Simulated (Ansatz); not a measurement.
# F₂HOSn radical: how energies converge with the basis set

How large a basis does F₂HOSn radical need? Two functionals are run in growing sets.

Method: one geometry, several basis sets; program: Ansatz 0.2.0, Gaussian basis.

Plan: PBE0-D4/def2-SVP; ωB97M-V/def2-SVP; PBE0-D4/def2-QZVPP; ωB97M-V/def2-QZVPP; the functionals' def2-TZVPP values are taken from earlier runs.

### 1 The relaxed structure

All runs share one geometry, relaxed beforehand with PBE0-D4 in a triple-zeta def2 set. Sn takes the def2 core potential; no spin-orbit term is included.

SMILES `[O][SnH]([F])[F]`, 5 atoms, charge 0, spin multiplicity 2.

Atoms are counted from 1 here; the program's logs count them from 0.

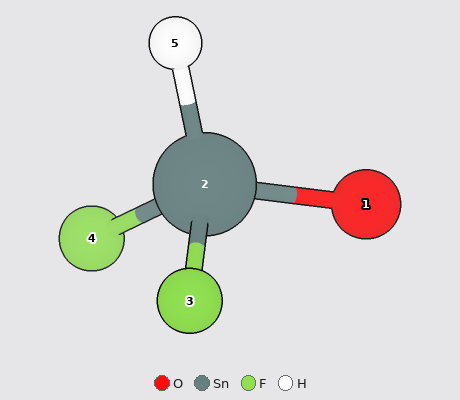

The structure; oxygen red, tin teal, fluorine green, hydrogen white; atoms are numbered from 1 in the order of the file.

### 2 PBE0-D4 in def2-SVP

in.yaml reads:

```yaml
crystal:
  periodic: [false, false, false]
  atoms:
    - {symbol: O, position_ang: [-0.379185, -0.578586, 1.803903]}
    - {symbol: Sn, position_ang: [0.125346, -0.008276, -0.011289]}
    - {symbol: F, position_ang: [-0.809954, 1.602930, -0.367552]}
    - {symbol: F, position_ang: [-0.674349, -1.231975, -1.219873]}
    - {symbol: H, position_ang: [1.788142, 0.142308, -0.246590]}
basis:
  gaussian: {orbitals: def2-SVP}
magnetization: {spin_polarized: true, initial_magnetization: 1}
hamiltonian: {xc: pbe0, dispersion: d4}
output: {orbitals: {seedname: orbitals}}
```

Launch:

```
$ ansatz run in.yaml --threads 4 --pin off --events-out ev --progress --plain --max-ram 10444MiB
```

Log:

```text
Functional definition: PBE0
  name "PBE0"
  cite "Adamo & Barone, J. Chem. Phys. 110, 6158 (1999) doi:10.1063/1.478522"
  cite "Perdew, Burke & Ernzerhof, Phys. Rev. Lett. 77, 3865 (1996) doi:10.1103/PhysRevLett.77.3865"
  parent pbe
  parameter a = 0.25
  parameter kappa = 0.804
  parameter beta = 0.06672455060314922
  exchange = (1 - a)*pbe_x(kappa = kappa, mu = beta*pi^2/3) + a*exact_x
  correlation = pbe_c(beta = beta)
771 factors; integrals over basis functions are off by at most 3.9e-4 eV
mean field evaluation 1: about -13306.0188 eV, gradient 4.3e1 eV
mean field evaluation 2: about -13279.9768 eV, gradient 8.9e1 eV
mean field evaluation 4: about -13313.5589 eV, gradient 9.5e0 eV
mean field evaluation 8: about -13314.0107 eV, gradient 4.3e-1 eV
mean field evaluation 16: about -13314.0236 eV, gradient 1.4e-2 eV
mean field evaluation 32: about -13313.9402 eV, gradient 3.7e0 eV
mean field -13314.02357973 eV, -489.2813419859 hartree, gradient 9.6e-6 eV, S^2 0.753725; 2 other end points of the search recorded, 0 dependent functions left out
reference -13314.02360750 eV, -489.2813430061 hartree; 25, 24 occupied and 48, 49 virtual orbitals, 771 factors
Total energy: -13314.09545171 eV, -489.2839832322 hartree
```

It took 3.7 s on 4 threads of Arm Neoverse N1, shared host.

### 3 ωB97M-V in def2-SVP

Changes to in.yaml since step 2:

```diff
@@ -11,3 +11,3 @@
 magnetization: {spin_polarized: true, initial_magnetization: 1}
-hamiltonian: {xc: pbe0, dispersion: d4}
+hamiltonian: {xc: {name: wB97M-V}}
 output: {orbitals: {seedname: orbitals}}
```

Launched as before.

Log (excerpt; [...] marks lines left out):

```text
Functional definition: wB97M-V
  name "wB97M-V"
  cite "Mardirossian & Head-Gordon, J. Chem. Phys. 144, 214110 (2016) doi:10.1063/1.4952647"
  cite "Becke, J. Chem. Phys. 107, 8554 (1997) doi:10.1063/1.475007"
  cite "Vydrov & Van Voorhis, J. Chem. Phys. 133, 244103 (2010) doi:10.1063/1.3521275"
  # Of w^i u^j: cxij and so on, Table III.
[...]
  gx(w, u) = 1 - cx + cx01*u + cx10*w
  gss(w, u) = css00 + css04*u^4 + css10*w + css20*w^2 + css43*w^4*u^3
  gos(w, u) = cos00 + cos10*w + (cos20 + cos21*u)*w^2 + (cos60 + cos61*u)*w^6
[...]
      + integral(e_c_pw_mod_opposite_spin*gos(b97_w_opposite, b97_u_opposite)) + vv10(b, c)
771 factors; integrals over basis functions are off by at most 3.9e-4 eV
170 factors; integrals over basis functions are off by at most 6.5e-6 eV
[...]
mean field -13317.90069880 eV, -489.4238234837 hartree, gradient 3.6e-6 eV, S^2 0.754252; 4 other end points of the search recorded, 0 dependent functions left out
reference -13317.90074287 eV, -489.4238251032 hartree; 25, 24 occupied and 48, 49 virtual orbitals, 771 factors
Total energy: -13317.90074287 eV, -489.4238251032 hartree
```

Wall time 19 s (4 threads of Arm Neoverse N1, shared host); peak memory 0.37 GiB.

### 4 PBE0-D4 in def2-QZVPP

Changes to in.yaml since step 3:

```diff
@@ -9,5 +9,5 @@
 basis:
-  gaussian: {orbitals: def2-SVP}
+  gaussian: {orbitals: "def2-QZVPP.json"}
 magnetization: {spin_polarized: true, initial_magnetization: 1}
-hamiltonian: {xc: {name: wB97M-V}}
+hamiltonian: {xc: pbe0, dispersion: d4}
 output: {orbitals: {seedname: orbitals}}
```

Same command.

Log:

```text
Functional definition: PBE0
  name "PBE0"
  cite "Adamo & Barone, J. Chem. Phys. 110, 6158 (1999) doi:10.1063/1.478522"
  cite "Perdew, Burke & Ernzerhof, Phys. Rev. Lett. 77, 3865 (1996) doi:10.1103/PhysRevLett.77.3865"
  parent pbe
  parameter a = 0.25
  parameter kappa = 0.804
  parameter beta = 0.06672455060314922
  exchange = (1 - a)*pbe_x(kappa = kappa, mu = beta*pi^2/3) + a*exact_x
  correlation = pbe_c(beta = beta)
1075 factors; their error is unknown
mean field evaluation 1: about -13314.8001 eV, gradient 5.1e1 eV
mean field evaluation 2: about -13260.6620 eV, gradient 1.2e2 eV
mean field evaluation 4: about -13323.6743 eV, gradient 1.6e1 eV
mean field evaluation 8: about -13324.6131 eV, gradient 3.6e-1 eV
mean field evaluation 16: about -13324.6915 eV, gradient 3.7e-3 eV
mean field evaluation 32: about -13324.6652 eV, gradient 1.3e-1 eV
mean field -13324.69146294 eV, -489.6733794629 hartree, gradient 8.2e-6 eV, S^2 0.754185; 2 other end points of the search recorded, 0 dependent functions left out
reference -13324.69149515 eV, -489.6733806464 hartree; 25, 24 occupied and 258, 259 virtual orbitals, 1075 factors
Total energy: -13324.76333936 eV, -489.6760208725 hartree
```

Wall time 24 s (4 threads of Arm Neoverse N1, shared host); peak memory 1.1 GiB.

### 5 ωB97M-V in def2-QZVPP

Changes to in.yaml since step 4:

```diff
@@ -11,3 +11,3 @@
 magnetization: {spin_polarized: true, initial_magnetization: 1}
-hamiltonian: {xc: pbe0, dispersion: d4}
+hamiltonian: {xc: {name: wB97M-V}}
 output: {orbitals: {seedname: orbitals}}
```

Same command.

Log (excerpt; [...] marks lines left out):

```text
Functional definition: wB97M-V
  name "wB97M-V"
  cite "Mardirossian & Head-Gordon, J. Chem. Phys. 144, 214110 (2016) doi:10.1063/1.4952647"
  cite "Becke, J. Chem. Phys. 107, 8554 (1997) doi:10.1063/1.475007"
  cite "Vydrov & Van Voorhis, J. Chem. Phys. 133, 244103 (2010) doi:10.1063/1.3521275"
  # Of w^i u^j: cxij and so on, Table III.
[...]
  gx(w, u) = 1 - cx + cx01*u + cx10*w
  gss(w, u) = css00 + css04*u^4 + css10*w + css20*w^2 + css43*w^4*u^3
  gos(w, u) = cos00 + cos10*w + (cos20 + cos21*u)*w^2 + (cos60 + cos61*u)*w^6
[...]
      + integral(e_c_pw_mod_opposite_spin*gos(b97_w_opposite, b97_u_opposite)) + vv10(b, c)
1058 factors; their error is unknown
206 factors; integrals over basis functions are off by at most 2.6e-5 eV
[...]
mean field -13328.76454175 eV, -489.8230623483 hartree, gradient 2.2e-6 eV, S^2 0.754452; 2 other end points of the search recorded, 0 dependent functions left out
reference -13328.76459666 eV, -489.8230643661 hartree; 25, 24 occupied and 258, 259 virtual orbitals, 1058 factors
Total energy: -13328.76459666 eV, -489.8230643661 hartree
```

Wall time 76 s (4 threads of Arm Neoverse N1, shared host); peak memory 1.4 GiB.

### 6 Density functionals: the series

The def2-TZVPP values come from earlier runs at the same geometry.

```
functional       basis  functions  energy (eV)  from the largest (eV)  HOMO (eV)  LUMO (eV)
   PBE0-D4    def2-SVP         73  -13314.0955                 10.668      -9.40      -4.79
   PBE0-D4  def2-TZVPP        157  -13324.2382                  0.525      -9.65      -5.00
   PBE0-D4  def2-QZVPP        283  -13324.7633                  0.000      -9.69      -5.03
   ωB97M-V    def2-SVP         73  -13317.9007                 10.864     -11.85      -2.45
   ωB97M-V  def2-TZVPP        157  -13328.2655                  0.499     -12.14      -2.78
   ωB97M-V  def2-QZVPP        283  -13328.7646                  0.000     -12.18      -2.83
```

### 7 Summary of results

| quantity | value |
| --- | --- |
| PBE0-D4: double and triple zeta above quadruple | 10.67, 0.53 eV |
| ωB97M-V: double and triple zeta above quadruple | 10.86, 0.50 eV |

In words: PBE0-D4 gains 10.14 eV from double to triple zeta, then 0.53 eV more. Total energies overstate the basis error of differences, where much of it tends to cancel.

For PBE0-D4 the largest set took about 6 times as long as the smallest (24 s against 3.7 s).
